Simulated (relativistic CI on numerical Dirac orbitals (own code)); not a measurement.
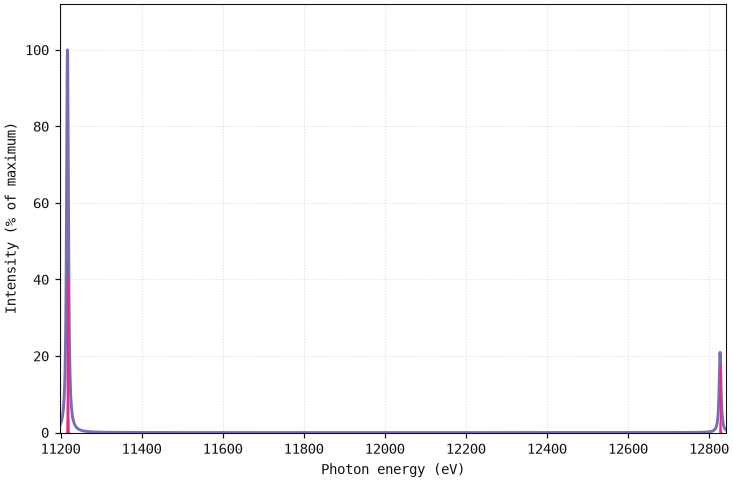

Computed core-level spectrum (absorption) of an ion of charge +4 in a field of Td symmetry with 10Dq = −3,800 cm⁻¹. Sticks are the strongest transitions, on a scale of their own. Multiplet model: relativistic Dirac–Coulomb–Breit theory, one configuration a step, Slater integrals scaled by 0.8, 10 K, Voigt broadening (Lorentzian 5 eV, Gaussian 1 eV full widths), computed with a radial Dirac CI code.

Q: Identify the element and the shell or line.

A: L₂,₃ X-ray absorption of Ir⁴⁺ (iridium, Z = 77), initial configuration [Xe] 4f¹⁴ 5d⁵. The main maxima lie at 11217.2 eV (100) and 12827.4 eV (21), heights in % of the largest; the centroid is at 11499.7 eV. The lower edge holds 0.82 of the intensity (branching ratio, edges parted at 12025 eV), and the core spin-orbit splitting of the orbitals is 1640 eV. The ground state has S = 2.35.

Limits of the model: free-ion energies, so absolute edge positions are off by a few eV from solids.
